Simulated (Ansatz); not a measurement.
```xyz
9

C    -1.1313   -0.6352    0.2788
Ge    0.5792   -0.1266   -0.4568
Cl    2.1239   -1.3495    0.3895
C     0.9845    1.6791    0.0855
N     1.1840    2.7663    0.4081
H    -1.9096    0.0221   -0.1112
H    -1.0974   -0.5502    1.3646
H    -1.3548   -1.6659    0.0035
H     0.7102   -0.1865   -1.9793
```

Geometry: PBE0-D4/def2-TZVP.

All numbers below come from RKS PBE0-D4/def2-TZVPP (Ansatz).

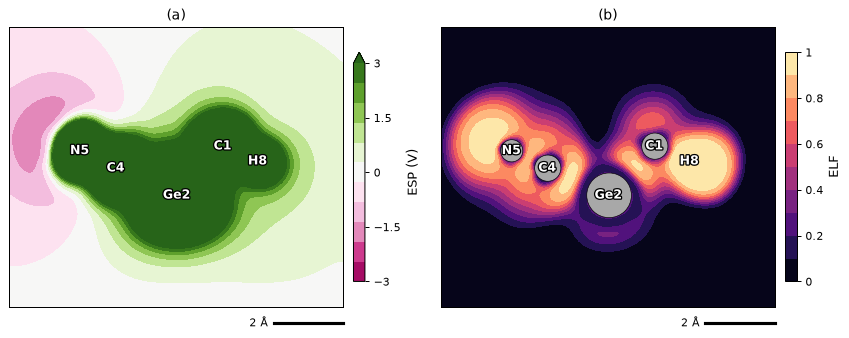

C$_{2}$H$_{4}$ClGeN (SMILES [CH3][GeH]([Cl])[C]#N). (a) molecular electrostatic potential; (b) electron localisation function on the plane of atoms Ge2, C1 and H8. Grey discs cover the atomic cores in the ELF map.

Q: Interpret the plot.

A: Atoms in the plane: C, Ge, N and H. C–N (1.15 Å): the ELF peaks at about 0.85 between the atoms (a short, multiple covalent bond). C–Ge (1.93 Å): the ELF peaks at about 0.95 in the valence shell of C, 0.7 Å from its nucleus, and is about 0.65 at the midpoint. C–H (1.09 Å): the ELF climbs to about 1 towards the hydrogen, as it does in any bond to H: a covalent bond by its length. The ELF also peaks beside N5, away from the bonds: lone-pair regions. Outside the dense part of the molecule the potential is most negative (−1.9 V) near N5.
